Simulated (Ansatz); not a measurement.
**Cl3FOW (SMILES [O]=[W]([F])([Cl])([Cl])[Cl]): density, localisation and related maps**

```yaml
atoms:
  - { symbol: Cl, position_ang: [2.8214, -1.3339, 2.0324] }
  - { symbol: Cl, position_ang: [1.9502, -5.1545, -0.0061] }
  - { symbol: Cl, position_ang: [1.1137, -3.9143, 2.8129] }
  - { symbol: F, position_ang: [3.1344, -2.6349, -0.4486] }
  - { symbol: O, position_ang: [0.4367, -2.3679, 0.2037] }
  - { symbol: W, position_ang: [1.8363, -3.0230, 0.8334] }
```

Geometry: PBE0-D4/def2-SVP; core potentials replace the inner electrons of W.

Method: Ansatz, isolated molecule in a Gaussian basis; Kohn-Sham density functional theory, functional PBE0.

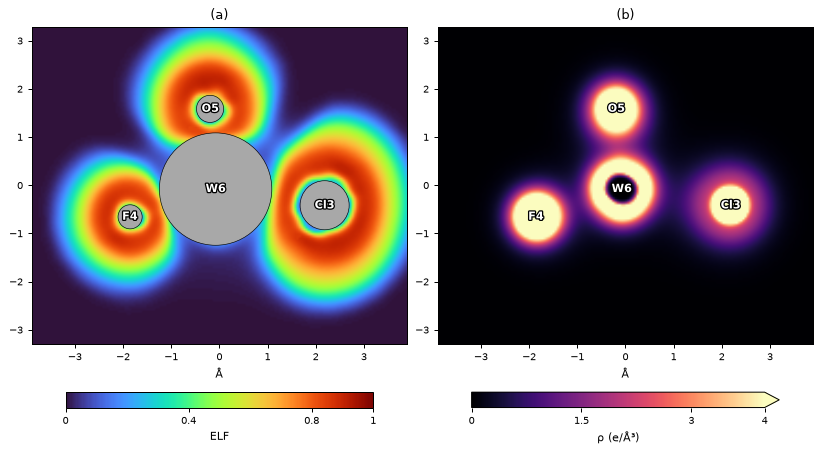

Figure 1. (a) ELF; (b) electron density on the plane of atoms Cl3, W6 and O5. Grey discs cover the atomic cores in the ELF map.

What does the map show?

Answer. The plane passes through Cl, F, O and W nuclei.
W–O (1.67 Å): ρ is about 2 e/Å³ halfway; the ELF peaks at about 0.80 in the valence shell of O, 0.5 Å from its nucleus, and drops to about 0.40 between the two atoms.
W–F (1.87 Å): the density is about 1.1 e/Å³ at the midpoint; the ELF peaks at about 0.80 in the valence shell of F, 0.5 Å from its nucleus, and drops to about 0.25 between the two atoms.
W–Cl (2.29 Å): ρ at the midpoint is about 0.71 e/Å³; the ELF peaks at about 0.85 in the valence shell of Cl, 0.8 Å from its nucleus, and is about 0.40 at the midpoint.

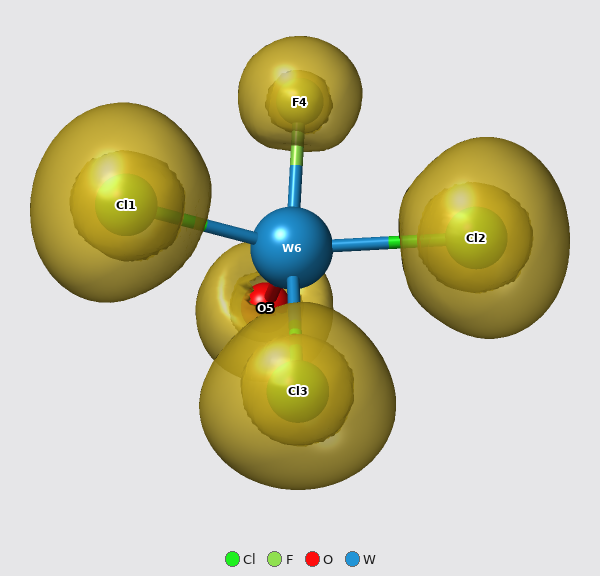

Figure 2. Isosurface of the electron localisation function at 0.75 (yellow), seen at a tilt. Only the valence region is drawn (cores and ρ < 0.01 e/Å³ removed).

Where are the electrons localised?

Answer. The surface consists of three regions wrapped around Cl (the valence shell of each), one region wrapped around F (its valence shell) and one region wrapped around O (its valence shell).

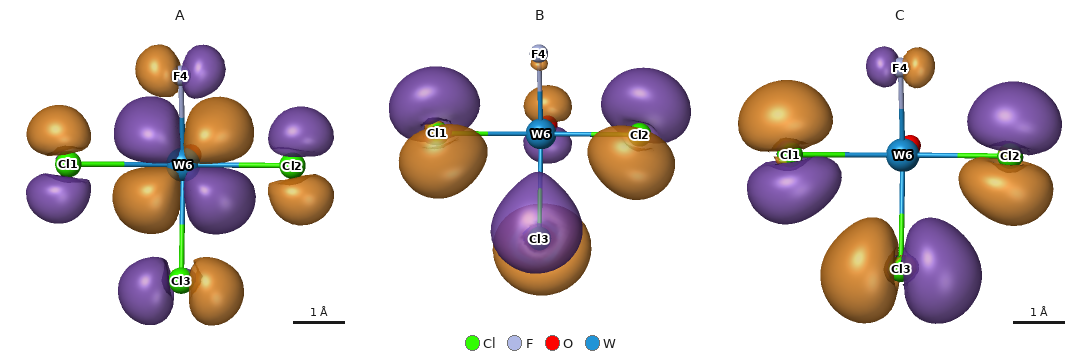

Figure 3. Three frontier orbitals at ±0.1 Å⁻³ᐟ² (orange and purple are the two phases), in no order.

Order the three orbitals by energy and name them.

Answer. B is the HOMO−1 (−9.94 eV). By Hirshfeld shares it lies mainly on Cl3 (about 35 %), Cl1 (about 25 %) and Cl2 (about 25 %); largely a combination of lone pairs on Cl3, Cl1 and Cl2. C is the HOMO (−9.43 eV). It lies mainly on Cl3 (about 45 %), Cl1 (about 25 %) and Cl2 (about 25 %); largely a combination of lone pairs on Cl3, Cl1 and Cl2. A is the LUMO (−5.07 eV). By Hirshfeld shares it lies mainly on W6 (about 60 %), Cl3 (about 10 %), Cl2 (about 10 %), Cl1 (about 10 %) and F4 (about 5 %).

What is the HOMO–LUMO gap?

Answer. 4.36 eV between the orbital energies.
